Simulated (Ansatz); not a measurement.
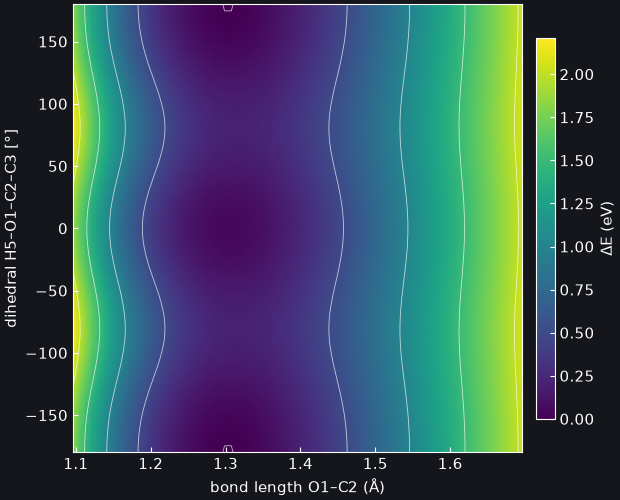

C₂H₂OS, SMILES OC1=CS1. 
- Coordinates scanned: (1) bond length O1–C2; (2) dihedral H5–O1–C2–C3.
- Nothing is relaxed (all other coordinates rigid).
- Grid: 15 × 15 points; 125 points were computed and 100 follow by symmetry.
- Points are written as (first, second).
- Energies are in eV, from the lowest grid point.
- Method: Ansatz 0.2.0, RHF/def2-TZVP.

The picture shows a smooth colour map with a few white contour lines. Between grid points the surface is interpolated.

The lowest grid point is at (1.311 Å, −180°). There is a further well near (1.311 Å, −12°) (0.05 eV above the lowest at that grid point). The highest grid point, (1.096 Å, −84°), lies 2.21 eV above the lowest. On the interpolated surface the easiest way out of the lowest well to the well at about (1.31 Å, 0°) passes a barrier of about 0.2 eV. Round the minimum the two coordinates are nearly uncoupled.

The level of theory is changed to Ansatz 0.2.0, RHF-MP2, frozen core/def2-TZVP; with it change the reference geometry, relaxed at the new level; the new grid has 15 × 15 points. The restricted reference is unstable at some or all points, so the energies there are unreliable.

> What will the new map look like?

The minimum (interpolated where it lies between grid points) moves from about (1.303 Å, −180°) to about (1.323 Å, −180°). The curvature at the minimum changes from about 54 to 47 eV/Å² along bond length O1–C2 and from about 0.25 to 0.21 eV/rad² along dihedral H5–O1–C2–C3.

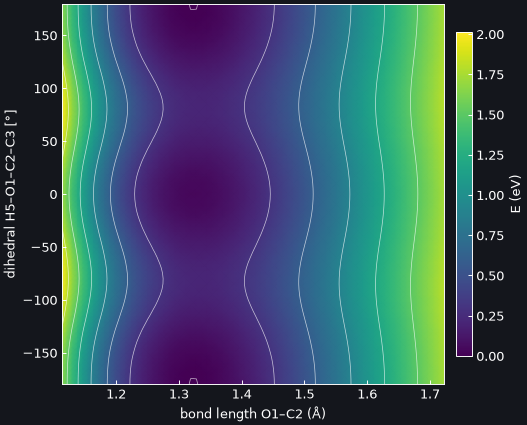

The map after the change, on a colour scale of its own. In the figure: a smooth colour map with a few white contour lines. Between grid points the surface is interpolated.
